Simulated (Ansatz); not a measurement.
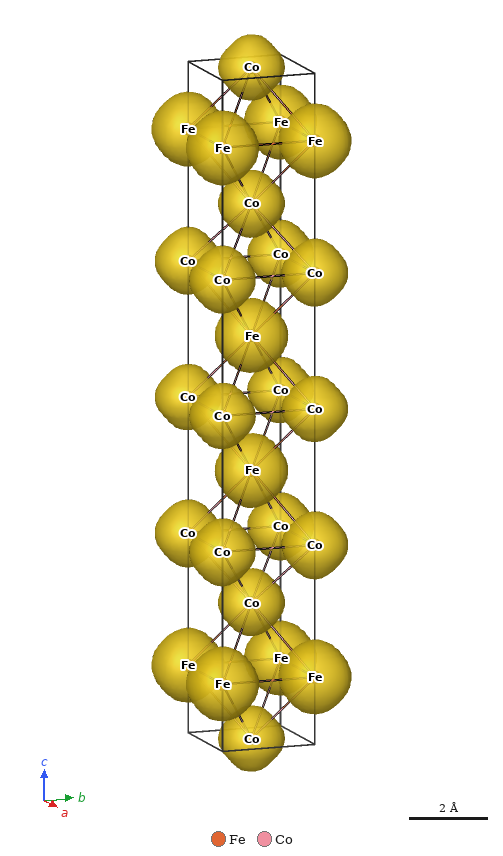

The picture shows: Fe2Co3. Isosurface of the spin density (up minus down) at +0.1 e/Å³ (yellow), seen slightly off an axis. Sticks mark near contacts.

Space group I4/mmm; a structure generated by program, which may or may not match a known phase; computed pressure about −10 GPa in this cell; spin-polarised.

Computed with DFT PBEsol, scalar-relativistic, plane waves, PAW (Ansatz 0.2.0).

Core electrons are frozen (PAW), and the valence fields are smoothed inside the atomic spheres.

Question: Where is the spin, and how is it ordered?

Answer: The spin density sits on Fe: +2.6 μB (×4); Co: +1.7 μB (×6) in one cell of 10 atoms: parallel main moments (a ferromagnetic arrangement) in this solution. The cell of the calculation (5 atoms) carries 10.0 μB of net spin moment.
